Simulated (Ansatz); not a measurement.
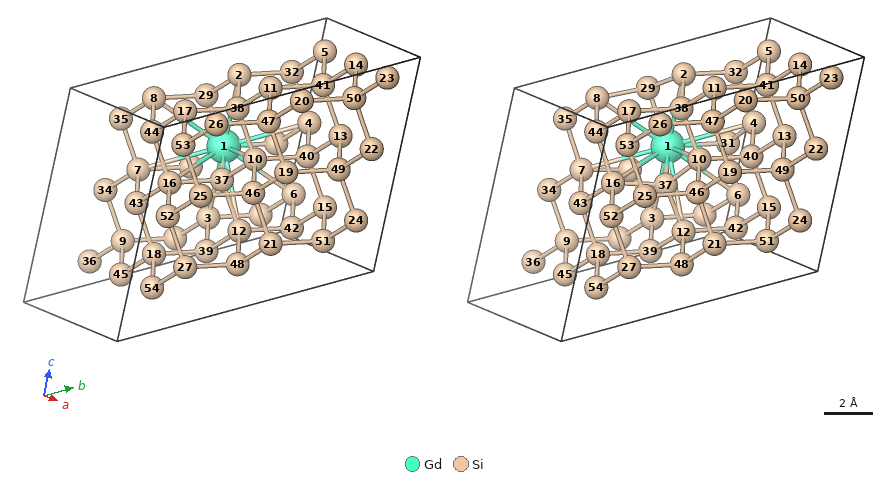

Two geometries of a defect cell of composition GdSi53 (cell charge −1), drawn at one scale. One is the start of a relaxation, the other its converged end. The picture is a ball-and-stick view of the cell of the calculation (origin shifted), seen slightly off an axis.

Theory: DFT, PBE, plane-wave PAW, default files, scalar-relativistic in Ansatz. (plane-wave cutoff 420 eV; k-point mesh 2 × 2 × 2; occupations fermi dirac; smearing width 0.01 eV; collinear spin; atoms relaxed in a fixed cell; force threshold 0.03 eV/Å; at most 40 steps)

Which geometry has the lower energy?

The right one is the relaxed one. The energy falls by 2.937 eV per cell of the calculation in 3 accepted moves (4 points after the start). Largest force component: 2.8 eV/Å at the start, 0.016 eV/Å at the end. 1 step only repeated the SCF at the same geometry. The largest moves, 0.34 Å, are those of Si atoms. Gd stays in place. The cell doesn't change. Some distances before and after: Gd–Si 2.350 → 2.694 Å, Si–Si 2.350 → 2.288 Å, Si–Si 2.350 → 2.315 Å, Gd–Si 3.838 → 3.872 Å. Bond angles that change, for instance: Si–Si–Si 109.5° → 101.4°, Gd–Si–Si 109.5° → 101.7°, Si–Si–Si 109.5° → 116.0°. Cost: 2.2 min on 4 threads of Arm Neoverse V1, on a shared host, peak memory 4.4 GiB.

Limits of the set-up: the cell is charged, on a uniform background, and energies carry no finite-size correction.
